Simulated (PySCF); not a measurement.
# SiH2Cl2 (SMILES Cl[SiH2]Cl): CCSD(T)/STO-6G

What is the energy change on altering one bond length of SiH2Cl2 at CCSD(T)/STO-6G? Input form: a Python script.

Program for the calculation: PySCF 2.14.0.

11 further runs of the same task are left out: 11 set aside as unsound or not needed.

## (1) The structure to begin with

The species is SiH2Cl2 (5 atoms), meant as a singlet with charge 0. SMILES: `Cl[SiH2]Cl`. The coordinates come from a PBE0-D4/def2-TZVP relaxation.

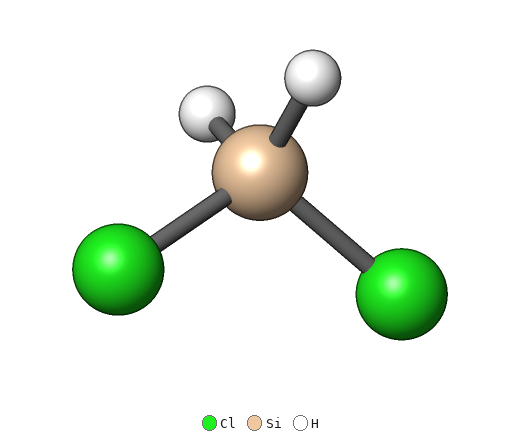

The structure, seen from a chosen angle (chlorine green, silicon light orange, hydrogen white).

## (2) A single-point energy at CCSD(T)/STO-6G

File run.py:

```python
# Cl[SiH2]Cl
from pyscf import gto, scf, cc

mol = gto.Mole()
mol.atom = '''
Cl      -1.036100      -0.393400       1.609300
Si       0.136800      -0.071700      -0.028900
Cl      -0.799200       1.196800      -1.324000
H        0.352000      -1.362200      -0.711200
H        1.396500       0.556600       0.413400
'''
mol.basis = 'sto-6g'
mol.max_memory = 1860
mol.verbose = 3
mol.build()

mf = scf.RHF(mol)
mf.conv_tol = 1e-10
mf.kernel()
if not mf.converged:
    mf = mf.newton().run(mf.mo_coeff, mf.mo_occ)

mycc = cc.CCSD(mf, frozen=15)
mycc.kernel()
e_t = mycc.ccsd_t()
energy = mycc.e_tot + e_t
print('E(%s) = %.9f' % ('CCSD(T)', energy))
```

Command:

```
$ OMP_NUM_THREADS=1 python run.py
```

The program printed:

```text
converged SCF energy = -1205.13599835783
E(CCSD) = -1205.19906107552  E_corr = -0.06306271769408278
CCSD(T) correction = -0.000927054336807324
E(CCSD(T)) = -1205.199988130
```

Run time: 1.2 s. Hardware: 1 thread of Arm Neoverse V2, shared host; peak memory 0.1 GiB.

## (3) The distorted shape at the same level

File geometry.xyz:

```xyz
5
Cl2H2Si
Cl    -0.287293    -1.408209     2.645390
Si     0.885607    -1.086509     1.007190
Cl    -0.799200     1.196800    -1.324000
H      1.100807    -2.377009     0.324890
H      2.145307    -0.458209     1.449490
```

File run.py:

```python
from pyscf import gto, cc

molecule = gto.M(
    atom='geometry.xyz',
    charge=0,
    spin=0,
    verbose=4,
    max_memory=1860,
    basis='sto-6g',
)

hf = molecule.RHF()
hf.conv_tol = 1e-10
hf.kernel()
if not hf.converged:
    hf = hf.newton().run(hf.mo_coeff, hf.mo_occ)

mycc = cc.CCSD(hf, frozen=15)
mycc.kernel()
e_t = mycc.ccsd_t()
e_final = mycc.e_tot + e_t
print('E = %.10f Eh' % e_final)
```

Command:

```
$ OMP_NUM_THREADS=1 python run.py
```

The program printed:

```text
PySCF version 2.14.0

[INPUT] num. atoms = 5
[INPUT] num. electrons = 50
[INPUT] charge = 0
[INPUT] spin (= nelec alpha-beta = 2S) = 0
[INPUT] symmetry False subgroup None
[INPUT] Mole.unit = angstrom
[INPUT] Symbol           X                Y                Z      unit          X                Y                Z       unit  Magmom
[INPUT]  1 Cl    -0.287293000000  -1.408209000000   2.645390000000 AA   -0.542905087505  -2.661129336148   4.999062592663 Bohr   0.0
[INPUT]  2 Si     0.885607000000  -1.086509000000   1.007190000000 AA    1.673554683998  -2.053204441875   1.903313255401 Bohr   0.0
[INPUT]  3 Cl    -0.799200000000   1.196800000000  -1.324000000000 AA   -1.510269118752   2.261624225879  -2.501997388924 Bohr   0.0
[INPUT]  4 H      1.100807000000  -2.377009000000   0.324890000000 AA    2.080223746004  -4.491896005626   0.613953120610 Bohr   0.0
[INPUT]  5 H      2.145307000000  -0.458209000000   1.449490000000 AA    4.054042683112  -0.865889517811   2.739139120296 Bohr   0.0

nuclear repulsion = 148.685505426388
number of shells = 17
number of NR pGTOs = 174
number of NR cGTOs = 29
basis = sto-6g
ecp = {}

******** <class 'pyscf.scf.hf.RHF'> ********
method = RHF
initial guess = minao
damping factor = 0
level_shift factor = 0
DIIS = <class 'pyscf.scf.diis.CDIIS'>
diis_start_cycle = 1
diis_space = 8
diis_damp = 0
SCF conv_tol = 1e-10
SCF conv_tol_grad = None
SCF max_cycles = 50
direct_scf = True
direct_scf_tol = 1e-13
Set gradient conv threshold to 1e-05
Initial guess from minao.
init E= -1203.96071961591
  HOMO = -0.395844157383621  LUMO = -0.0778414678981023  gap/eV = 8.65329
cycle= 1 E= -1204.79029717076  delta_E= -0.83  |g|= 0.304  |ddm|= 2.27
  HOMO = -0.11774909981296  LUMO = -0.0993617241172927  gap/eV = 0.50035
cycle= 2 E= -1204.7690618695  delta_E= 0.0212  |g|= 0.389  |ddm|= 2.63
  HOMO = -0.210897979589652  LUMO = -0.0529630456070289  gap/eV = 4.29763
cycle= 3 E= -1204.89392056218  delta_E= -0.125  |g|= 0.0572  |ddm|=  1.6
  HOMO = -0.215490985738351  LUMO = -0.0223519972976647  gap/eV = 5.25558
cycle= 4 E= -1204.89883405957  delta_E= -0.00491  |g|= 0.0107  |ddm|= 0.301
  HOMO = -0.229758926118055  LUMO = -0.0154850781015891  gap/eV = 5.83069
cycle= 5 E= -1204.89895350064  delta_E= -0.000119  |g|= 0.00225  |ddm|= 0.0442
  HOMO = -0.227547289524114  LUMO = -0.0175220319510587  gap/eV = 5.71508
cycle= 6 E= -1204.89896129451  delta_E= -7.79e-06  |g|= 0.000861  |ddm|= 0.0126
  HOMO = -0.227151903586359  LUMO = -0.017597707751197  gap/eV = 5.70226
cycle= 7 E= -1204.8989621817  delta_E= -8.87e-07  |g|= 0.000106  |ddm|= 0.00379
  HOMO = -0.227215380745059  LUMO = -0.0175522165672458  gap/eV = 5.70523
cycle= 8 E= -1204.89896220701  delta_E= -2.53e-08  |g|= 4.99e-05  |ddm|= 0.000649
  HOMO = -0.227234027671641  LUMO = -0.0175432174156586  gap/eV = 5.70598
cycle= 9 E= -1204.89896222051  delta_E= -1.35e-08  |g|= 3.76e-05  |ddm|= 0.00054
  HOMO = -0.227223403201465  LUMO = -0.0175488938228171  gap/eV = 5.70553
cycle= 10 E= -1204.89896223864  delta_E= -1.81e-08  |g|= 9.68e-06  |ddm|= 0.00139
  HOMO = -0.227227269350788  LUMO = -0.0175465497335872  gap/eV = 5.70570
cycle= 11 E= -1204.89896223949  delta_E= -8.57e-10  |g|= 1.8e-06  |ddm|= 0.000344
  HOMO = -0.227227790480529  LUMO = -0.0175465961911865  gap/eV = 5.70572
cycle= 12 E= -1204.8989622395  delta_E= -7.28e-12  |g|= 3.12e-07  |ddm|= 2.44e-05
  HOMO = -0.227227740177874  LUMO = -0.0175465667897014  gap/eV = 5.70572
Extra cycle  E= -1204.8989622395  delta_E= -1.82e-12  |g|= 1.53e-07  |ddm|= 1.05e-06
converged SCF energy = -1204.8989622395

******** <class 'pyscf.cc.ccsd.CCSD'> ********
CC2 = 0
CCSD nocc = 10, nmo = 14
frozen orbitals 15
max_cycle = 50
direct = 0
conv_tol = 1e-07
conv_tol_normt = 1e-05
diis_space = 6
diis_start_cycle = 0
diis_start_energy_diff = 1e+09
Init t2, MP2 energy = -1204.98518164539  E_corr(MP2) -0.086219405891098
Init E_corr(CCSD) = -0.0862194058911177
cycle = 1  E_corr(CCSD) = -0.0924248292866276  dE = -0.0062054234  norm(t1,t2) = 0.243914
cycle = 2  E_corr(CCSD) = -0.12873494360704  dE = -0.0363101143  norm(t1,t2) = 0.235505
cycle = 3  E_corr(CCSD) = -0.120687531592349  dE = 0.00804741201  norm(t1,t2) = 0.180526
cycle = 4  E_corr(CCSD) = -0.145359916512298  dE = -0.0246723849  norm(t1,t2) = 0.107886
cycle = 5  E_corr(CCSD) = -0.139844091874694  dE = 0.00551582464  norm(t1,t2) = 0.0362157
cycle = 6  E_corr(CCSD) = -0.140903777851514  dE = -0.00105968598  norm(t1,t2) = 0.0166315
cycle = 7  E_corr(CCSD) = -0.141617319191524  dE = -0.00071354134  norm(t1,t2) = 0.00611082
cycle = 8  E_corr(CCSD) = -0.141509325732148  dE = 0.000107993459  norm(t1,t2) = 0.00140433
cycle = 9  E_corr(CCSD) = -0.141478814788592  dE = 3.05109436e-05  norm(t1,t2) = 0.000548087
cycle = 10  E_corr(CCSD) = -0.141481919040696  dE = -3.1042521e-06  norm(t1,t2) = 0.00040382
cycle = 11  E_corr(CCSD) = -0.141486920620521  dE = -5.00157983e-06  norm(t1,t2) = 0.000387791
cycle = 12  E_corr(CCSD) = -0.141493212753864  dE = -6.29213334e-06  norm(t1,t2) = 0.000375022
cycle = 13  E_corr(CCSD) = -0.141499511001083  dE = -6.29824722e-06  norm(t1,t2) = 0.000344295
cycle = 14  E_corr(CCSD) = -0.141498604450342  dE = 9.06550741e-07  norm(t1,t2) = 0.000247556
cycle = 15  E_corr(CCSD) = -0.141492145917336  dE = 6.45853301e-06  norm(t1,t2) = 0.000150266
cycle = 16  E_corr(CCSD) = -0.141486482574223  dE = 5.66334311e-06  norm(t1,t2) = 7.9228e-05
cycle = 17  E_corr(CCSD) = -0.141488049964433  dE = -1.56739021e-06  norm(t1,t2) = 3.45653e-05
cycle = 18  E_corr(CCSD) = -0.141487897688428  dE = 1.52276005e-07  norm(t1,t2) = 1.51753e-05
cycle = 19  E_corr(CCSD) = -0.141488036414353  dE = -1.38725926e-07  norm(t1,t2) = 5.55362e-06
cycle = 20  E_corr(CCSD) = -0.141488150904867  dE = -1.14490514e-07  norm(t1,t2) = 3.53617e-06
cycle = 21  E_corr(CCSD) = -0.141488118097125  dE = 3.28077421e-08  norm(t1,t2) = 1.63884e-06
CCSD converged
E(CCSD) = -1205.0404503576  E_corr = -0.1414881180971254
CCSD(T) correction = -0.010335171204231
E = -1205.0507855288 Eh
```

It took 1.3 s on 1 thread of Arm Neoverse V2, shared host; peak memory 0.12 GiB.

## (4) What came out

At CCSD(T)/STO-6G, 15 core orbitals frozen:

| quantity | value |
| --- | --- |
| first shape: total energy | -1205.19999 Eh |
| first shape: dipole moment (Hartree–Fock density) | 2.96 D |
| first shape: HOMO energy (Hartree–Fock orbitals) | -10.81 eV |
| first shape: LUMO energy (Hartree–Fock orbitals) | 7.92 eV |
| first shape: HOMO–LUMO gap (Hartree–Fock orbitals) | 18.73 eV |
| first shape: correlation energy (15 core orbitals frozen) | -64.0 mEh |
| first shape: (T) correction | -0.93 mEh |
| first shape: T1 diagnostic | 0.005 |
| distorted shape: total energy | -1205.05079 Eh |
| distorted shape: dipole moment (Hartree–Fock density) | 7.78 D |
| distorted shape: HOMO energy (Hartree–Fock orbitals) | -6.18 eV |
| distorted shape: LUMO energy (Hartree–Fock orbitals) | -0.48 eV |
| distorted shape: HOMO–LUMO gap (Hartree–Fock orbitals) | 5.71 eV |
| distorted shape: correlation energy (15 core orbitals frozen) | -151.8 mEh |
| distorted shape: (T) correction | -10.34 mEh |
| distorted shape: T1 diagnostic | 0.087 |
| energy change with the Si2–Cl3 bond stretched from 2.040 to 3.672 Å | 4.060 eV |

In words: One bond (distorted shape) is far stretched, which a spin-restricted single reference describes badly; perturbation theory on it can break down and give far too much correlation. With the Si2–Cl3 bond stretched from 2.040 to 3.672 Å the energy rises by 4.06 eV (392 kJ/mol). The first shape isn't relaxed at this level, so the change isn't measured from a minimum. A restricted reference can't describe the breaking bond well at this length. The minimal basis adds a large error of its own. The triples (first shape) make up 1.4 % of the correlation energy. The T1 diagnostic (distorted shape) of 0.087 is above the customary mark for such species, so a single reference may not serve. The triples (distorted shape) make up 6.8 % of the correlation energy.
